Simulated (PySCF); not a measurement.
# MoH3: quartet, from a trigonal planar start

The task is one start of a wider search on MoH3: the quartet, from a trigonal planar start. It is relaxed, tested by its Hessian and followed downhill if it is a saddle.

The runs use PySCF 2.14.0; PBE0, basis Mo def2-TZVP with ECP28, H def2-TZVP, scalar-relativistic core potentials, no spin–orbit coupling, density fitting.

## 1. The system as given

4 atoms, charge 0, spin multiplicity 4.

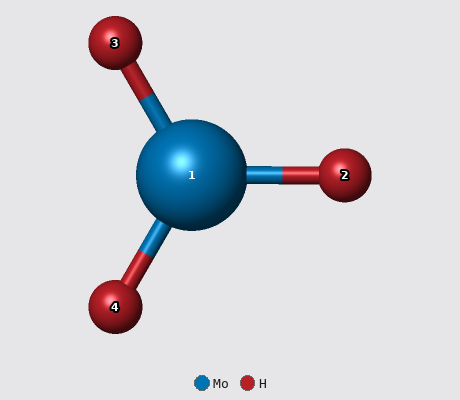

As it starts; molybdenum blue, hydrogen red; atoms are numbered from 1 in the order of the file.

```xyz
4
charge 0 multiplicity 4
Mo    0.0000    0.0000    0.0000
H     1.7000    0.0000    0.0000
H    -0.8500    1.4722    0.0000
H    -0.8500   -1.4722    0.0000
```

## 2. The SCF at the typed geometry

The steps below are one call of a driver around PySCF. For each, scf.py gives the equivalent set-up of the SCF; relaxations use the driver's own optimiser. After this first run the driver tries any further starts and a stability analysis.

scf.py reads:

```python
from pyscf import gto, scf, dft
mol = gto.M(atom='''
Mo     0.000000     0.000000     0.000000
H      1.700000     0.000000     0.000000
H     -0.850000     1.472200     0.000000
H     -0.850000    -1.472200     0.000000''',
    basis={'Mo': 'def2-TZVP', 'H': 'def2-TZVP'},
    ecp={'Mo': 'def2-TZVP'},
    charge=0, spin=3)
mf = dft.UKS(mol, xc='PBE0')
mf.grids.atom_grid = (50, 194)
aux = {'Mo': 'def2-universal-JKFIT', 'H': 'def2-universal-JKFIT'}
mf = mf.density_fit(auxbasis=aux)
mf.conv_tol = 1e-08
mf.diis_space = 10
mf.max_cycle = 60
mf.init_guess = 'minao'
mf.verbose = 4
mf.kernel()
```

Launch:

```console
OMP_NUM_THREADS=2 python axn.py task.json out
```

Output:

```text
init E= -63.2267661797868
[... the frontier-level lines of each cycle are left out ...]
cycle= 1 E= -69.7349999855334  delta_E= -6.51  |g|= 0.483  |ddm|=  2.5
cycle= 2 E= -69.5275246602034  delta_E= 0.207  |g|= 0.786  |ddm|= 1.15
cycle= 3 E= -69.8696759038507  delta_E= -0.342  |g|= 0.0215  |ddm|= 0.842
cycle= 4 E= -69.8710256561117  delta_E= -0.00135  |g|= 0.0156  |ddm|= 0.0579
cycle= 5 E= -69.8715054307652  delta_E= -0.00048  |g|= 0.00625  |ddm|= 0.0371
cycle= 6 E= -69.8716237636815  delta_E= -0.000118  |g|= 0.00243  |ddm|= 0.0196
cycle= 7 E= -69.8716384261328  delta_E= -1.47e-05  |g|= 0.000209  |ddm|= 0.00937
cycle= 8 E= -69.8716385333348  delta_E= -1.07e-07  |g|= 4.45e-05  |ddm|= 0.000861
cycle= 9 E= -69.8716385348439  delta_E= -1.51e-09  |g|= 2.21e-05  |ddm|= 0.000103
Extra cycle  E= -69.8716385347998  delta_E= 4.42e-11  |g|= 2.47e-05  |ddm|= 3.63e-05
converged SCF energy = -69.8716385347998  <S^2> = 3.8046864  2S+1 = 4.0272504
```

This step, with its further starts and checks, ran for 4.2 s (2 threads of Arm Neoverse V1, shared host).

Energies from each starting density:

```
                      start  energy (Eh)
    the minimal-basis guess   -69.871639
a thermally smeared density   -69.871639
      a smeared PBE density   -69.871639
```

The test of internal stability and the other starts found no lower solution of this spin.

## 3. Relaxing the quartet from the trigonal planar start

The program finds D3h symmetry in the start, which this walk keeps. Threshold on the gradient: 0.0003 Eh/bohr, with a further test on the energy change.

Changes to scf.py since step 2:

```diff
@@ -4,3 +4,3 @@
-H      1.700000     0.000000     0.000000
-H     -0.850000     1.472200     0.000000
-H     -0.850000    -1.472200     0.000000''',
+H      1.699975     0.000000     0.000000
+H     -0.849988     1.472222     0.000000
+H     -0.849988    -1.472222     0.000000''',
@@ -17 +16,0 @@
-mf.init_guess = 'minao'
```

The optimiser's trace:

```
step  energy (Eh)  change (kJ/mol)  largest symmetric gradient (Eh/bohr)
   0   -69.871639             0.00                               0.00127
   1   -69.871652            -0.03                               0.00065
   2   -69.871656            -0.05                               0.00001
```

The walk took 2.3 s.

Positions (Å) and forces (eV/Å) along the way:

```
step 0
Mo   0.000   0.000   0.000   0.000   0.000   0.000
H    1.700   0.000   0.000   0.066   0.000   0.000
H   -0.850   1.472   0.000  -0.033   0.057   0.000
H   -0.850  -1.472   0.000  -0.033  -0.057   0.000
step 1
Mo   0.000   0.000   0.000   0.000   0.000   0.000
H    1.702   0.000   0.000   0.034   0.000   0.000
H   -0.851   1.474   0.000  -0.017   0.029   0.000
H   -0.851  -1.474   0.000  -0.017  -0.029   0.000
step 2
Mo   0.000   0.000   0.000  -0.001   0.000   0.000
H    1.705   0.000   0.000   0.001   0.000   0.000
H   -0.852   1.477   0.000   0.000   0.000   0.000
H   -0.852  -1.477   0.000   0.000   0.000   0.000
```

It settles in D3h symmetry, 0.0 kJ/mol below the start, after 2 steps: Mo–H 1.705 Å (×3); H–Mo–H 120.0° (×3).

## 4. Frequencies

On the finer grid the gradient is checked again; gradients at displacements of ±0.02 bohr then give force constants and infrared intensities.

Changes to scf.py since step 3:

```diff
@@ -3,4 +3,4 @@
-Mo     0.000000     0.000000     0.000000
-H      1.699975     0.000000     0.000000
-H     -0.849988     1.472222     0.000000
-H     -0.849988    -1.472222     0.000000''',
+Mo    -0.000000     0.000000     0.000000
+H      1.704967    -0.000000     0.000000
+H     -0.852484     1.476545     0.000000
+H     -0.852484    -1.476545     0.000000''',
@@ -11 +11 @@
-mf.grids.atom_grid = (50, 194)
+mf.grids.atom_grid = (75, 302)
@@ -14 +14 @@
-mf.conv_tol = 1e-08
+mf.conv_tol = 1e-10
```

The driver hands on the density of the step before, so the log starts near convergence.

Log of the central SCF (cycles and frontier levels):

```text
init E= -69.8716475984328
[... the frontier-level lines of each cycle are left out ...]
cycle= 1 E= -69.8716475984323  delta_E= 5.12e-13  |g|= 1.08e-06  |ddm|= 1.45e-06
Extra cycle  E= -69.8716475984318  delta_E= 5.4e-13  |g|= 1.64e-06  |ddm|= 2.2e-06
converged SCF energy = -69.8716475984318  <S^2> = 3.8058338  2S+1 = 4.0278201
```

The whole step took 11 s.

Geometry: D3h; Mo–H 1.705 Å (×3); H–Mo–H 120.0° (×3).

Harmonic modes (main isotopes):

| symmetry | ω (cm⁻¹) | IR (km/mol) | μ (u) | type |
| --- | --- | --- | --- | --- |
| a2'' | 420i | 258 | 1.04 | bend |
| e' | 873 | 118 | 1.02 | bend |
| e' | 1861 | 676 | 1.02 | stretch |
| a1' | 1865 | 0.0 | 1.01 | stretch |

With 1 mode imaginary (up to 420i cm⁻¹) this point is a saddle.

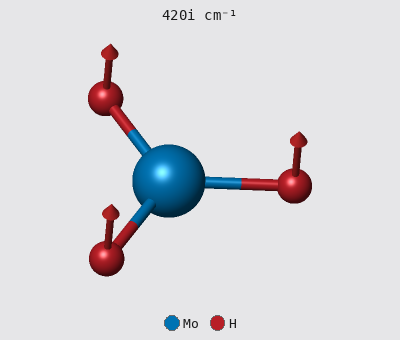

The imaginary mode, as arrows.

Properties at this point:

* Dipole moment: 0.00 D
* Highest occupied level: -6.51 eV
* Lowest empty level: -2.44 eV
* Rotational constants: 3.836, 3.836, 1.918 cm⁻¹
* Zero-point energy (real modes): 43.9 kJ/mol
* Principal polarisabilities: 47.3, 51.9, 51.9 bohr³
* Atomisation energy without zero-point energy: 693 kJ/mol
* Principal traceless quadrupole moments about the centre of mass: -1.41, -1.41, 2.82 D Å
* Spin squared ⟨S²⟩: 3.806

Populations by atom (charges in e):

| atom | Mulliken | Löwdin | polar tensor | spin (Mulliken) | Mayer order to Mo1 |
| --- | --- | --- | --- | --- | --- |
| Mo1 | 0.35 | 0.22 | 0.98 | 3.44 | – |
| H2,3,4 | -0.12 | -0.07 | -0.33 | -0.15 | 0.96 |

Outer orbital energies (eV). α occupied: -44.55, -44.55, -9.77, -9.06, -9.06, -6.98, -6.98, -6.51; empty: -2.44, -2.44, -0.87, 1.54. β occupied: -69.64, -42.33, -42.33, -41.13, -9.63, -8.73, -8.73; empty: -1.59, -1.59, -1.51, -1.43.

Mulliken populations on Mo1 (outside its core potential): s 2.79, p 6.26, d 4.59, f 0.01.

## 5. Downhill along the imaginary mode

The atoms are moved a little along the softest imaginary mode and relaxed again.

The program finds C3v symmetry in the start, which this walk keeps. The walk stops when the largest gradient is under 0.0003 Eh/bohr and the energy has settled too.

Changes to scf.py since step 4:

```diff
@@ -3,4 +3,4 @@
-Mo    -0.000000     0.000000     0.000000
-H      1.704967    -0.000000     0.000000
-H     -0.852484     1.476545     0.000000
-H     -0.852484    -1.476545     0.000000''',
+Mo     0.000000    -0.000000    -0.003706
+H      1.704967    -0.000000     0.120000
+H     -0.852484     1.476545     0.120000
+H     -0.852484    -1.476545     0.120000''',
@@ -11 +11 @@
-mf.grids.atom_grid = (75, 302)
+mf.grids.atom_grid = (50, 194)
@@ -14 +14 @@
-mf.conv_tol = 1e-10
+mf.conv_tol = 1e-08
```

Steps of the walk:

```
step  energy (Eh)  change (kJ/mol)  largest symmetric gradient (Eh/bohr)
   0   -69.872144             0.00                               0.00386
   1   -69.874818            -7.02                               0.00762
   2   -69.875005            -7.51                               0.01120
   3   -69.875974           -10.06                               0.00696
   4   -69.876964           -12.65                               0.00222
   5   -69.877097           -13.00                               0.00027
   6   -69.877102           -13.02                               0.00008
   7   -69.877102           -13.02                               0.00001
```

The walk took 8.3 s.

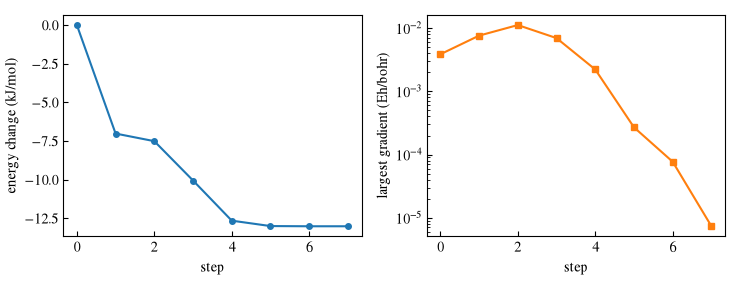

Energy and largest gradient along the walk.

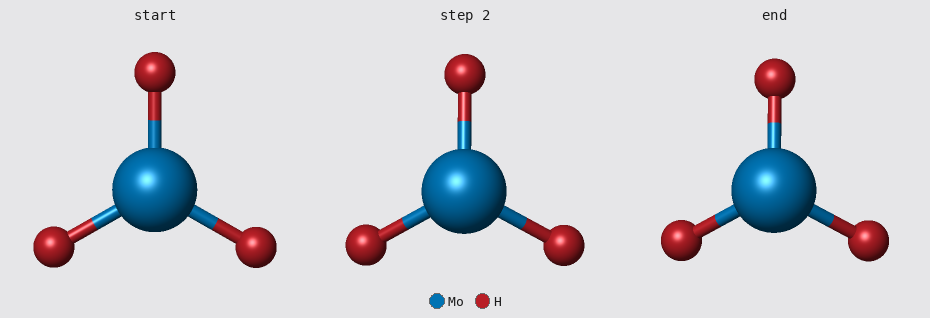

Start and end of the relaxation, with a step between.

After 7 steps and 13.0 kJ/mol it ends at C3v: Mo–H 1.695 Å (×3); H–Mo–H 107.4° (×3).

## 6. Is it a minimum? Harmonic modes

The same treatment as at the point before.

Changes to scf.py since step 5:

```diff
@@ -3,4 +3,4 @@
-Mo     0.000000    -0.000000    -0.003706
-H      1.704967    -0.000000     0.120000
-H     -0.852484     1.476545     0.120000
-H     -0.852484    -1.476545     0.120000''',
+Mo     0.000000     0.000000    -0.018577
+H      1.577086    -0.000000     0.601559
+H     -0.788543     1.365797     0.601559
+H     -0.788543    -1.365797     0.601559''',
@@ -11 +11 @@
-mf.grids.atom_grid = (50, 194)
+mf.grids.atom_grid = (75, 302)
@@ -14 +14 @@
-mf.conv_tol = 1e-08
+mf.conv_tol = 1e-10
```

SCF at the final geometry:

```text
init E= -69.8771112458497
[... the frontier-level lines of each cycle are left out ...]
cycle= 1 E= -69.8771112458344  delta_E= 1.53e-11  |g|= 7.28e-06  |ddm|= 1e-05
Extra cycle  E= -69.8771112457799  delta_E= 5.45e-11  |g|= 1.26e-05  |ddm|= 1.69e-05
converged SCF energy = -69.8771112457799  <S^2> = 3.7951087  2S+1 = 4.0224911
```

The whole step ran for 13 s (2 threads of Arm Neoverse V1, shared host).

Geometry: C3v; Mo–H 1.695 Å (×3); H–Mo–H 107.4° (×3).

Harmonic modes (main isotopes):

```csv
symmetry,ω (cm⁻¹),IR (km/mol),μ (u),type
a1,410,216,1.03,bend
e,602,139,1.02,bend
e,1873,601,1.02,stretch
a1,1909,40.6,1.01,stretch
```

Every mode is real; the point is a minimum.

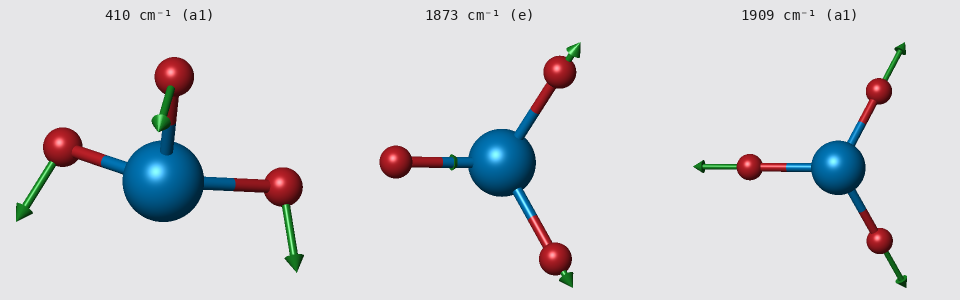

How the atoms move in 3 of the modes.

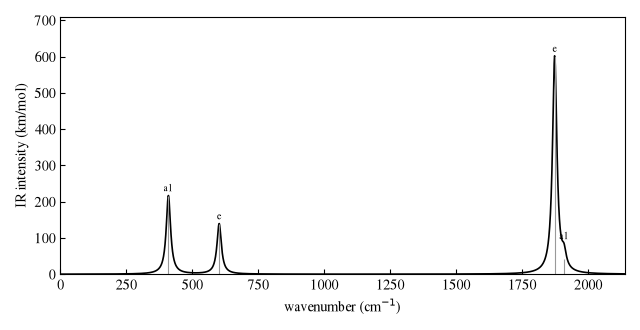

The harmonic infrared spectrum (widths in cm⁻¹). Lines are broadened to a width of 20 cm⁻¹ (Lorentzian).

Constants and moments:

| Item | Value |
| --- | --- |
| Dipole moment | 2.56 D |
| Highest occupied level | -6.65 eV |
| Lowest empty level | -2.02 eV |
| Rotational constants | 3.449, 3.449, 2.242 cm⁻¹ |
| Zero-point energy | 43.5 kJ/mol |
| Principal polarisabilities | 47.5, 48.9, 48.9 bohr³ |
| Atomisation energy without zero-point energy | 708 kJ/mol |
| Principal traceless quadrupole moments about the centre of mass | -1.05, -1.05, 2.09 D Å |
| Entropy at 298.15 K and 1 bar (electronic part: spin only) | 246.5 J/(mol K) |
| Heat capacity Cp at 298.15 K | 48.2 J/(mol K) |
| Enthalpy at 298.15 K above 0 K | 11.55 kJ/mol |
| Rotational symmetry number | 3 |
| Spin squared ⟨S²⟩ | 3.795 |

Charges (e) and bond orders:

| atom | Mulliken | Löwdin | polar tensor | spin (Mulliken) | Mayer order to Mo1 |
| --- | --- | --- | --- | --- | --- |
| Mo1 | 0.35 | 0.21 | 1.02 | 3.43 | – |
| H2,3,4 | -0.12 | -0.07 | -0.34 | -0.14 | 0.97 |

Mulliken populations on Mo1 (outside its core potential): s 2.76, p 6.22, d 4.67, f 0.01.

## 7. All stationary points

| spin | group | bonds | imaginary modes (cm⁻¹) | ΔE (kJ/mol) | with zero-point energy |
| --- | --- | --- | --- | --- | --- |
| quartet | C3v | Mo–H 1.695 Å (×3) | none | 0.0 | 0.0 |
| quartet | D3h | Mo–H 1.705 Å (×3) | 420i | 14.3 | – |

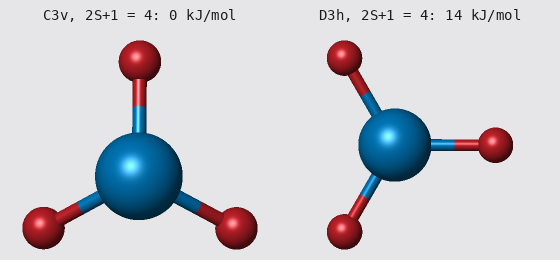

The points, lowest first (molybdenum blue, hydrogen red).

## 8. Summary of results

```
                                          quantity                                   value
                                           minimum                            quartet, C3v
                                          geometry   Mo–H 1.695 Å (×3); H–Mo–H 107.4° (×3)
                                wavenumbers (cm⁻¹)  410 (a1), 602 (e), 1873 (e), 1909 (a1)
                                     dipole moment                                  2.56 D
highest occupied, lowest empty level (either spin)                         -6.65, -2.02 eV
                        polar-tensor charge of Mo1                                 +1.02 e
                                 zero-point energy                             43.5 kJ/mol
                               entropy at 298.15 K                         246.5 J/(mol K)
         atomisation energy (no zero-point energy)                              708 kJ/mol
                                              ⟨S²⟩                                   3.795
```

The trigonal planar start (D3h) ends in a minimum of C3v symmetry, after a stop at a saddle point 14.3 kJ/mol higher, from which it was pushed off along an imaginary mode. In the infrared the band at 1873 cm⁻¹ (e, stretch) leads. Most of the spin sits on Mo1 (Mulliken spin 3.43, against 3 for the whole molecule). Only this shape and spin were tried, so other structures or states may lie lower. One determinant may miss the lowest occupation of an open d or f shell.

The search up to here took 39 s.
